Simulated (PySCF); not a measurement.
Scan of H3P, singlet: map of symmetric stretch and umbrella angle. Scanned: P-H bond length and angle between the P-H bonds and the threefold axis (90 = planar).

Level of theory: PySCF with CCSD(T) on RHF/cc-pVDZ, 5 core orbitals frozen.

Energy in eV above the lowest grid point; x is the P-H bond length (Å), y the angle between the P-H bonds and the threefold axis (90 = planar) (°).

| y \ x | 1.25 | 1.32 | 1.38 | 1.45 | 1.51 | 1.58 | 1.64 | 1.71 | 1.77 |
|---|---|---|---|---|---|---|---|---|---|
| 130 | 1.694 | 0.710 | 0.291 | 0.170 | 0.300 | 0.645 | 1.058 | 1.630 | 2.169 |
| 126 | 1.473 | 0.518 | 0.123 | 0.027 | 0.176 | 0.541 | 0.969 | 1.557 | 2.107 |
| 122 | 1.375 | 0.447 | 0.074 | 0.000 | 0.165 | 0.546 | 0.985 | 1.582 | 2.137 |
| 118 | 1.389 | 0.488 | 0.135 | 0.082 | 0.262 | 0.656 | 1.102 | 1.703 | 2.259 |
| 114 | 1.500 | 0.626 | 0.295 | 0.263 | 0.457 | 0.863 | 1.315 | 1.917 | 2.469 |
| 110 | 1.683 | 0.838 | 0.530 | 0.522 | 0.733 | 1.153 | 1.612 | 2.215 | 2.763 |
| 106 | 1.908 | 1.094 | 0.812 | 0.833 | 1.066 | 1.506 | 1.977 | 2.585 | 3.129 |
| 102 | 2.138 | 1.356 | 1.101 | 1.155 | 1.416 | 1.887 | 2.379 | 3.005 | 3.553 |
| 98 | 2.335 | 1.580 | 1.351 | 1.439 | 1.731 | 2.242 | 2.769 | 3.433 | 4.005 |
| 94 | 2.467 | 1.731 | 1.521 | 1.633 | 1.952 | 2.501 | 3.069 | 3.791 | 4.420 |
| 90 | 2.514 | 1.784 | 1.580 | 1.703 | 2.032 | 2.597 | 3.184 | 3.941 | 4.621 |

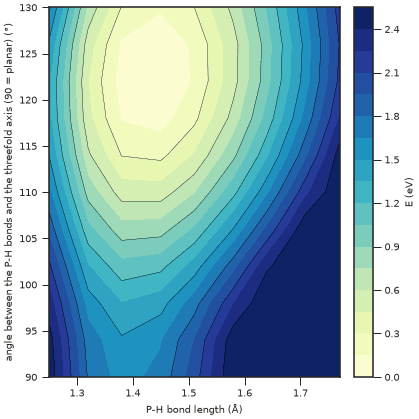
Fig. 1. Energy surface, cut off at 3 eV.

Points that lie below all their neighbours on the grid: x = 1.45, y = 122 (0.000 eV).
